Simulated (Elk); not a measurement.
# GaFe3: magneto-optical Kerr spectrum, part 2 of 2

How strongly does GaFe3 turn reflected light?

Elk 11.2.3 (patched build); PBEsol; all-electron APW+lo, Dirac cores, scalar-relativistic bands with second-variational spin-orbit coupling.

So far. Step 2 (Ground state with spin–orbit coupling): After 22 cycles the largest moment stands at 2.40 μB.

**4. Optics with a broadening of 0.20 eV (continued)**

Intraband term included. The polar Kerr angle by photon energy; values in degrees:

```csv
photon energy (eV),rotation,ellipticity
0.0,0,0
0.5,0.311,-0.131
1.0,0.255,-0.0319
1.5,0.279,-0.0497
2.0,0.349,-0.0285
2.5,0.389,0.0554
3.0,0.502,0.128
3.5,0.452,0.302
4.0,0.293,0.448
4.5,0.0155,0.459
5.0,-0.0448,0.299
5.5,-0.0292,0.212
6.0,-0.0420,0.195
6.5,-0.0696,0.0976
7.0,-0.0117,0.0333
7.5,-3.7e-4,0.0372
8.0,0.0632,-0.0177
```

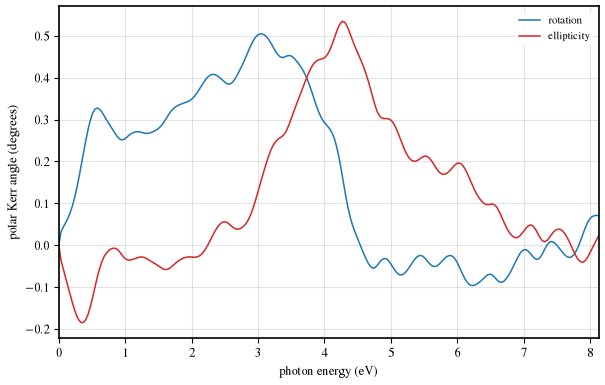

Polar Kerr angle, plotted against photon energy.

Intraband term included. Table of optical conductivity by photon energy:

```csv
photon energy (eV),Re sigma xx (S/cm),Im sigma xx (S/cm),Re sigma xy (S/cm),Im sigma xy (S/cm),Re sigma zz (S/cm),Im sigma zz (S/cm)
0,9563,0,-366,0,9586,0
1,7686,-397,-219,-142,7679,-399
2,6126,3016,-41.1,-204,6129,3015
3,4848,2702,35.1,-180,4846,2705
4,4506,1622,81.5,-103,4507,1624
5,5516,1291,80.6,-29.5,5515,1288
6,5421,2435,54.8,-0.296,5420,2432
7,4893,2901,7.97,2.27,4894,2899
8,4524,2834,-4.00,-12.4,4524,2834
```

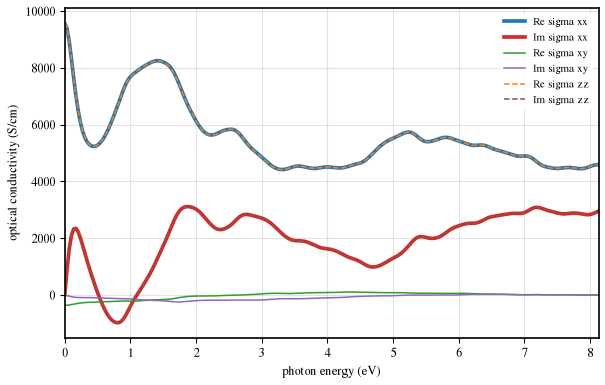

Optical conductivity against photon energy.

**5. Optics with a broadening of 0.30 eV**

The broadening stands for the lifetime of the excited states; it lowers and widens the peaks.

The input, elk.in:

```
tasks
  121
  122

xctype
  22

rgkmax
  7.0

nempty
  14

swidth
  0.011

reducebf
  0.5

epsengy
  1e-05

maxscl
  100

lmaxi
  3

spinpol
  .true.

spinorb
  .true.

cmagz
  .true.

intraband
  .true.

sppath
  './'

avec
  6.99387638724 0.00000000000 0.00000000000
  0.00000000000 6.99387638724 0.00000000000
  0.00000000000 0.00000000000 6.99387638724

atoms
  2
  'Ga.in'
  1
  0.0000000000 0.0000000000 0.0000000000   0.000000 0.000000 0.000000
  'Fe.in'
  3
  0.0000000000 0.5000000000 0.5000000000   0.000000 0.000000 -0.000210
  0.5000000000 0.0000000000 0.5000000000   0.000000 0.000000 -0.000210
  0.5000000000 0.5000000000 0.0000000000   0.000000 0.000000 -0.000210

ngridk
  11 11 11

wplot
  240 100 0
  0.00000 0.30000

optcomp
  1 1
  1 2
  3 3
```

Run with:

```console
$ OMP_NUM_THREADS=4 elk
```

The log of the run:

```text
┌─────────────────────────────────┐
│ Elk code version 11.2.3 started │
└─────────────────────────────────┘

Info(readinput): the functional depends on the density's gradient
 muffin-tin radial points multiplied by    2.00000
 (not where nrmtscf is given)

┌────────────────────┐
│ Current task : 121 │
└────────────────────┘

Info(dielectric):
 dielectric tensor written to EPSILON_ij.OUT
 optical conductivity written to SIGMA_ij.OUT
 plasma frequency written to PLASMA_ij.OUT
 for components
  i = 1, j = 1
  i = 1, j = 2
  i = 3, j = 3

┌────────────────────┐
│ Current task : 122 │
└────────────────────┘

Warning(chksvso): spin-orbit splittings by the second variation are low [figures from our tests cut]: local-orbitals by j (lorbdm 7 and 8, zora) mend levels alone

Info(dielectric):
 dielectric tensor written to EPSILON_ij.OUT
 optical conductivity written to SIGMA_ij.OUT
 plasma frequency written to PLASMA_ij.OUT
 for components
  i = 1, j = 1
  i = 1, j = 2

Info(moke):
 complex Kerr angle in degrees written to KERR.OUT

┌──────────────────┐
│ Elk code stopped │
└──────────────────┘
```

The job ended after 98 s (4 threads of Arm Neoverse V1, shared host; peak memory 0.05 GiB; 6.6 min of CPU time).

Intraband term included. Polar Kerr angle against photon energy; values in degrees:

```csv
photon energy (eV),rotation,ellipticity
0,0,0
1,0.255,-0.0502
2,0.340,-0.0318
3,0.458,0.119
4,0.289,0.411
5,-0.0228,0.284
6,-0.0391,0.175
7,-0.0206,0.0400
8,0.0427,-0.00312
```

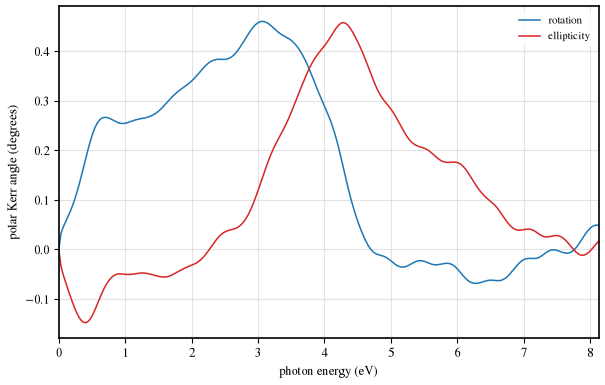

Polar Kerr angle, plotted against photon energy.

**6. An attempt with other settings**

A slip in the input shows what the program catches and what it lets pass.

The input, elk.in:

```
tasks
  0

xctype
  22

rgkmax
  high

nempty
  14

swidth
  0.005

reducebf
  0.5

epsengy
  1e-05

maxscl
  50

lmaxi
  3

spinpol
  .true.

spinorb
  .true.

cmagz
  .true.

sppath
  './'

avec
  6.99387638724 0.00000000000 0.00000000000
  0.00000000000 6.99387638724 0.00000000000
  0.00000000000 0.00000000000 6.99387638724

atoms
  2
  'Ga.in'
  1
  0.0000000000 0.0000000000 0.0000000000   0.000000 0.000000 0.000000
  'Fe.in'
  3
  0.0000000000 0.5000000000 0.5000000000   0.000000 0.000000 -0.210000
  0.5000000000 0.0000000000 0.5000000000   0.000000 0.000000 -0.210000
  0.5000000000 0.5000000000 0.0000000000   0.000000 0.000000 -0.210000

ngridk
  8 8 8
```

Run with:

```console
$ OMP_NUM_THREADS=4 elk
```

The log of the run:

```text
┌─────────────────────────────────┐
│ Elk code version 11.2.3 started │
└─────────────────────────────────┘

Error(readinput): error reading from elk.in
Problem occurred in 'rgkmax' block
Check input convention in manual
```

The job ended after 0.01 s (4 threads; peak memory 0.05 GiB).

The program refused the input before any cycle.

The program's message: “Error(readinput): error reading from elk.in”

The fault put into the input: a word for a number.

The value must be typed in digits.

**7. The strongest peak**

The largest local extreme of the rotation above 0.5 eV, for majority spin along +z:

```csv
broadening (eV),energy (eV),rotation (°),ellipticity (°),rotation at 1.96 eV (°)
0.20,3.06,0.505,0.162,0.344
0.30,3.06,0.460,0.143,0.335
```

**8. What came out**

| Item | Value |
| --- | --- |
| net spin moment | 7.00 μB a cell |
| strongest peak above 0.5 eV | 0.50° at 3.1 eV |
| rotation at 1.96 eV | 0.34° |

What this shows: Above 0.5 eV the rotation peaks at 3.06 eV, with 0.50° for majority spin along +z at a broadening of 0.20 eV. The run's majority spin points along +z; the magnetisation points the other way, and the angle changes sign with it. The intraband term is included. These are independent-particle spectra on a 11×11×11 mesh, not shown converged.

[Logs and program files are shortened in this print: banners, set-up blocks, solver, clock and traceback lines can be left out without a mark of their own.]

[Logs are printed without paths, hosts, clocks, repeated set-up lines and the standing remarks that a program may print on its own settings, such as how far it seeks lower states.]

[Hosts, paths, dates, database ids (printed as entryN), source tags and the programs' standing remarks are cut or masked in the printed files.]

[Where a cell is said to come from a database of computed structures, the database is the Materials Project.]
